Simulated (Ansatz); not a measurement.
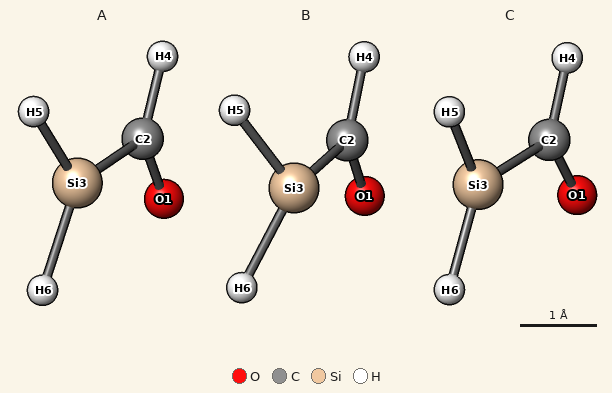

3 geometries from one relaxation of CH$_{3}$OSi (multiplicity 2), in shuffled order. The picture is a ball-and-stick view, seen from a free direction.

The run prepares an end point of a later path (torsion) calculation, from a guessed geometry.

Computed with UKS PBE0-D4/def2-SVP in Ansatz. (collinear spin; force threshold 0.015 eV/Å; at most 40 steps)

> Put them in the order of the run, from the start to the converged end.

C, A, B. They are steps 0, 11, 17, at +10.2 kJ/mol, +5.14 kJ/mol relative to the last. The atom that moves furthest after the best rigid fit is Si3 (0.33 Å). Largest moves by element: Si 0.33 Å, H 0.16 Å, O 0.11 Å, C 0.03 Å. Among the contacts that change: C2–Si3 1.846 → 1.904 Å, Si3–H5 1.452 → 1.494 Å, O1–C2 1.230 → 1.208 Å, C2–H4 1.110 → 1.125 Å. Among the angles between lasting bonds that change: C2–Si3–H6 122.6° → 113.3°, C2–Si3–H5 118.9° → 113.8°, H5–Si3–H6 118.6° → 113.7°. After 15 accepted moves (17 points after the start) the energy has fallen by 10.2 kJ/mol. Largest force component: 1.1 eV/Å at the start, 0.012 eV/Å at the end. The line search rejected the trial steps at points 9, 13 of the run. The forces were under the threshold at step 3, but the run went on from there. The run took roughly 50 core-seconds on a shared host.
